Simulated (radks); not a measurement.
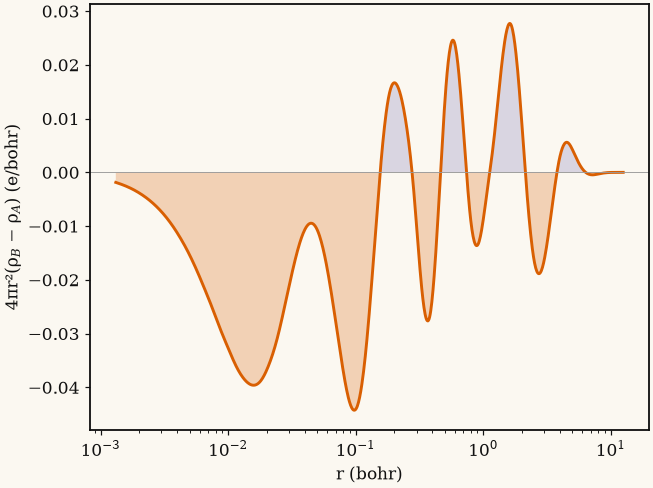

The strontium ion Sr⁺ in [Kr] 5s1 was computed by two methods: PBEsol; XLYP. Both runs are scalar-relativistic and spherical. Computed with the in-house radial solver radks.

The plot shows the radial density of run B less that of run A; on the logarithmic r axis, areas aren't charges.

A is XLYP and B is PBEsol.

How do the two densities differ?

B holds 0.030 electrons more than A where the difference is positive (most at r = 1.6 bohr) and as many fewer where it is negative (most at r = 0.097 bohr), out of 37 electrons.
